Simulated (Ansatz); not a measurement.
SnSe and related structures: several calculations on one system

### Relaxation

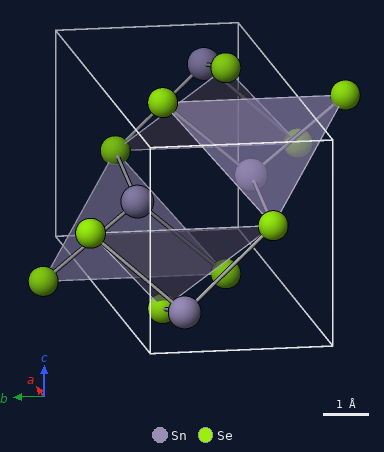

Starting structure of solid SnSe (set up in Pnma). Style: polyhedral. Shown: the cell of the calculation, from a free direction.

The calculation used DFT PBE, scalar-relativistic, plane waves, PAW in Ansatz 0.2.0.

Input file:
```yaml
crystal:
  lattice:
    - [11.6644585, 0.0, 0.0]
    - [0.0, 4.12625095, 0.0]
    - [0.0, 0.0, 4.70090745]
  atoms:
    - { symbol: Sn, position: [0.61878685, 0.75, 0.3765543] }
    - { symbol: Sn, position: [0.88121315, 0.25, 0.8765543] }
    - { symbol: Sn, position: [0.38121315, 0.25, 0.6234457] }
    - { symbol: Sn, position: [0.11878685, 0.75, 0.1234457] }
    - { symbol: Se, position: [0.14855303, 0.25, 0.5091818] }
    - { symbol: Se, position: [0.64855303, 0.25, 0.9908182] }
    - { symbol: Se, position: [0.35144697, 0.75, 0.0091818] }
    - { symbol: Se, position: [0.85144697, 0.75, 0.4908182] }
basis:
  ecutwfc: 420
kpoints:
  mp_grid: { grid: [4, 8, 6] }
hamiltonian:
  xc: pbe
scf:
  occupations: { method: gaussian, width: 0.02 }
output:
  forces: true
  stress: true
  eigenvalues: true
relax:
  adjacent_minimum: "off"
  f_tol: 0.005
  max_steps: 80
  cell: { stress_tol: 0.05 }
```

Command:
```bash
ansatz run input.yaml --threads 4 --pin off --max-ram 10240MiB --backend cpu --events-out ev --progress --plain --runs-dir out
```

Question: Where does the relaxation end?

Answer: The largest moves relative to the cell, 0.078 Å, are those of Se5, Se6, Se7 and Se8. Se6 goes roughly along [−1 0 −3]. By element the largest moves are Se 0.078 Å, Sn 0.043 Å. The drawn cell changes at constant volume: a 11.664 → 11.785 Å (+1.0 %), b 4.126 → 4.205 Å (+1.9 %), c 4.701 → 4.567 Å (−2.8 %). Among the contacts that change: Sn1–Se6 2.769 → 2.822 Å, Sn1–Se8 2.767 → 2.786 Å. Among the angles between lasting bonds that change: Sn1–Se6–Sn2 104.5° → 101.5°. The space group stays Pnma (No. 62). Over 7 accepted moves (9 points after the start) the energy falls by 5.1 meV per atom. The largest force component goes from 0.17 to 0.003 eV/Å. The pressure goes from 1.06 to −0.01 GPa. The line search rejected the trial step at point 5 of the run. At 1 point the geometry stayed and the basis and grid were re-selected for the new cell (energy shift of less than 0.05 meV per atom at most each time). The run took 5.1 min on 4 threads of Intel(R) Xeon(R) Processor @ 2.50GHz (Skylake/Cascade Lake) (shared host), peak memory 1.2 GiB.

After the run, drawn alike:

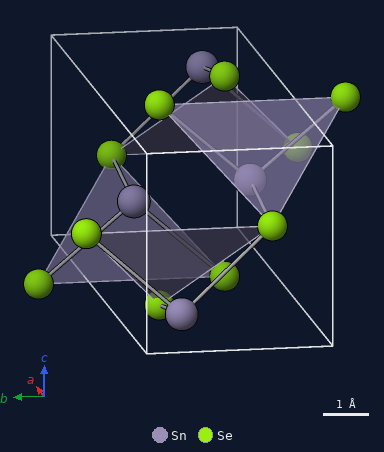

Limits of the set-up: layers or molecules are held without a dispersion correction, so their spacing is unreliable.

### Relaxation

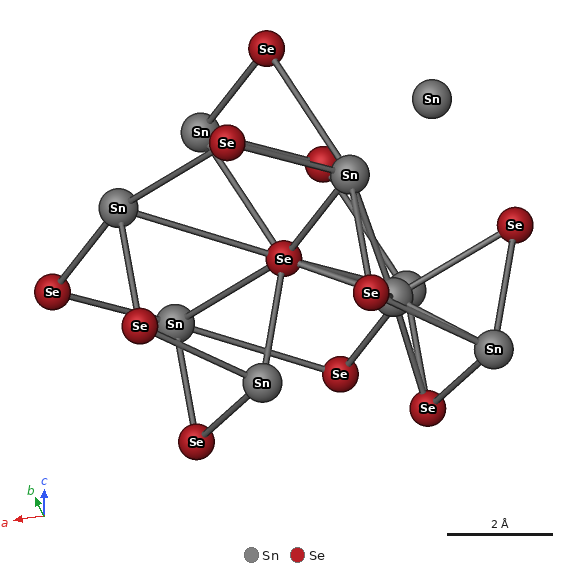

A defect cell of composition Sn$_{17}$Se$_{16}$, before the relaxation. A ball-and-stick model of the atoms within 5.0 Å of the atom that moves most (axes of the conventional cell (2 times the calculation's cell) (origin shifted)), seen from a free direction. Lengths and directions refer to the drawn axes.

Case: Sn interstitial, charge +0, atoms relaxed at the host's cell.

Computed with DFT PBE, scalar-relativistic, plane waves, PAW (Ansatz).

Input file:
```yaml
crystal:
  lattice:
    - [0.0, 0.0, 9.1345598948]
    - [0.0, 8.4107882824, -4.5672799474]
    - [-11.7847581484, 0.0, 0.0]
  atoms:
    - { symbol: Sn, position: [0.3793014717, 0.375, 0.3788158299] }
    - { symbol: Sn, position: [0.8793014717, 0.375, 0.3788158299] }
    - { symbol: Sn, position: [0.6293014717, 0.875, 0.3788158299] }
    - { symbol: Sn, position: [0.1293014717, 0.875, 0.3788158299] }
    - { symbol: Sn, position: [0.5043014717, 0.125, 0.1211841701] }
    - { symbol: Sn, position: [0.0043014717, 0.125, 0.1211841701] }
    - { symbol: Sn, position: [0.7543014717, 0.625, 0.1211841701] }
    - { symbol: Sn, position: [0.2543014717, 0.625, 0.1211841701] }
    - { symbol: Sn, position: [0.3706985283, 0.125, 0.6211841701] }
    - { symbol: Sn, position: [0.8706985283, 0.125, 0.6211841701] }
    - { symbol: Sn, position: [0.6206985283, 0.625, 0.6211841701] }
    - { symbol: Sn, position: [0.1206985283, 0.625, 0.6211841701] }
    - { symbol: Sn, position: [0.2456985283, 0.375, 0.8788158299] }
    - { symbol: Sn, position: [0.7456985283, 0.375, 0.8788158299] }
    - { symbol: Sn, position: [0.4956985283, 0.875, 0.8788158299] }
    - { symbol: Sn, position: [0.9956985283, 0.875, 0.8788158299] }
    - { symbol: Se, position: [0.3244566203, 0.125, 0.8548490154] }
    - { symbol: Se, position: [0.8244566203, 0.125, 0.8548490154] }
    - { symbol: Se, position: [0.5744566203, 0.625, 0.8548490154] }
    - { symbol: Se, position: [0.0744566203, 0.625, 0.8548490154] }
    - { symbol: Se, position: [0.5505433797, 0.125, 0.3548490154] }
    - { symbol: Se, position: [0.0505433797, 0.125, 0.3548490154] }
    - { symbol: Se, position: [0.8005433797, 0.625, 0.3548490154] }
    - { symbol: Se, position: [0.3005433797, 0.625, 0.3548490154] }
    - { symbol: Se, position: [0.1994566203, 0.375, 0.6451509846] }
    - { symbol: Se, position: [0.6994566203, 0.375, 0.6451509846] }
    - { symbol: Se, position: [0.4494566203, 0.875, 0.6451509846] }
    - { symbol: Se, position: [0.9494566203, 0.875, 0.6451509846] }
    - { symbol: Se, position: [0.4255433797, 0.375, 0.1451509846] }
    - { symbol: Se, position: [0.9255433797, 0.375, 0.1451509846] }
    - { symbol: Se, position: [0.6755433797, 0.875, 0.1451509846] }
    - { symbol: Se, position: [0.1755433797, 0.875, 0.1451509846] }
    - { symbol: Sn, position: [0.0875, 0.125, 0.75] }
  host:
    lattice:
      - [11.7847581484, 0.0, 0.0]
      - [0.0, 4.2053941412, 0.0]
      - [0.0, 0.0, 4.5672799474]
    atoms:
      - { symbol: Sn, position: [0.6211841701, 0.75, 0.3836029433] }
      - { symbol: Sn, position: [0.8788158299, 0.25, 0.8836029433] }
      - { symbol: Sn, position: [0.3788158299, 0.25, 0.6163970567] }
      - { symbol: Sn, position: [0.1211841701, 0.75, 0.1163970567] }
      - { symbol: Se, position: [0.1451509846, 0.25, 0.5239132406] }
      - { symbol: Se, position: [0.6451509846, 0.25, 0.9760867594] }
      - { symbol: Se, position: [0.3548490154, 0.75, 0.0239132406] }
      - { symbol: Se, position: [0.8548490154, 0.75, 0.4760867594] }
basis:
  ecutwfc: 420
  xc_grid: 2
kpoints:
  mp_grid: { grid: [2, 2, 2], shift: [0.0, 0.0, 0.0] }
hamiltonian:
  xc: pbe
scf:
  occupations: { method: gaussian, width: 0.01 }
output:
  forces: true
  stress: false
  eigenvalues: true
  charged_corrections: { defect_position: [0.0875, 0.125, 0.75] }
relax:
  adjacent_minimum: "off"
  f_tol: 0.025
  max_steps: 45
```

Command:
```bash
ansatz run input.yaml --threads 4 --pin off --max-ram 10240MiB --backend cpu --events-out ev --progress --plain --runs-dir out
```

Predict the outcome.

Answer. The atom that moves furthest is Se17 (0.89 Å along [3 0 1]). By element the largest moves are Se 0.89 Å, Sn 0.79 Å. The cell stays as it was. Some distances before and after: Sn13–Se25 2.786 → 3.748 Å, Sn10–Sn33 2.495 → 3.444 Å, Sn13–Se17 2.822 → 3.643 Å, Sn9–Se17 2.786 → 3.494 Å. Bonds break, among them: Sn10–Sn33 (2.50 → 3.44 Å). Among the angles between lasting bonds that change: Se25–Sn33–Se28 118.9° → 91.0°, Se19–Sn13–Sn33 128.2° → 106.7°, Se17–Sn33–Se18 123.1° → 143.3°. After 10 accepted moves (12 points after the start) the energy has fallen by 5.364 eV per cell of the calculation. The largest force component goes from 4.5 to 0.014 eV/Å. The line search rejected the trial steps at points 7, 10 of the run. Cost: 13 min on 4 threads of Intel(R) Xeon(R) Processor @ 2.50GHz (Skylake/Cascade Lake), with other jobs on the host, peak memory 5.3 GiB.

After the run, drawn alike:

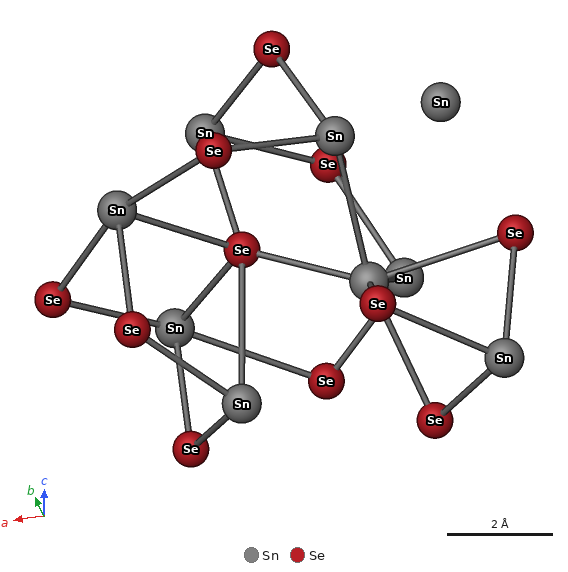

### Defect

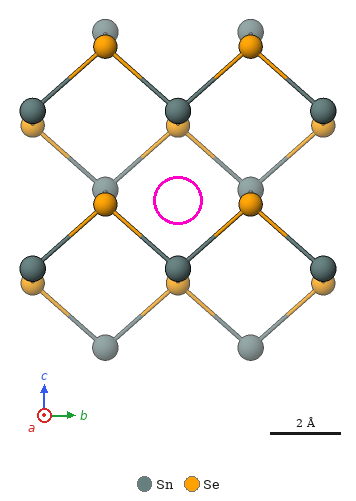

Perfect SnSe. The picture is a ball-and-stick view of the atoms within 5.4 Å of one point, in a slice 4.2 Å thick across the line of sight, seen along the a axis.

Theory: DFT PBE, scalar-relativistic, plane waves, PAW (Ansatz). (plane-wave cutoff 420 eV; k-point mesh 2 × 2 × 2; occupations gaussian; smearing width 0.01 eV; no spin polarisation) The cell is small and the k-mesh coarse, so the numbers are rough. The axes drawn are those of the host's conventional cell.

An extra tin atom is put between the host's atoms (an interstitial) at the ringed place, in charge state 0. The supercell has 32 sites, and the atoms are relaxed at the host's cell.

How do the neighbours respond?

Answer. The Sn atom starts with 4 Se at 2.44 to 2.70 Å, 3 Sn at 2.50 to 2.61 Å around its place and ends with 4 Se at 2.76 to 2.97 Å, 2 Sn at 3.08 Å. Of the host's atoms, a selenium atom moves furthest from its site, by 0.98 Å. The Sn atom itself moves 0.74 Å from where it was put. Relaxing the atoms from the host's sites lowers the energy by 5.36 eV. At a tolerance of 0.02 Å the relaxed supercell has space group Cm.

The relaxed defect, seen from the same direction:

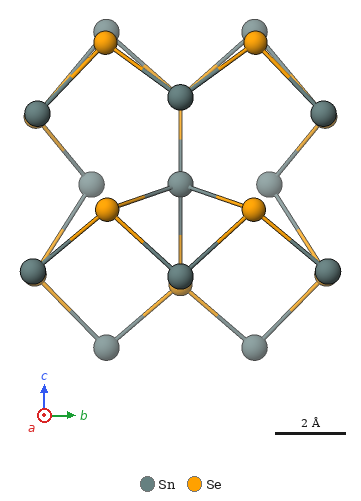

Limits of the set-up: layers or molecules are held without a dispersion correction, so their spacing is unreliable.
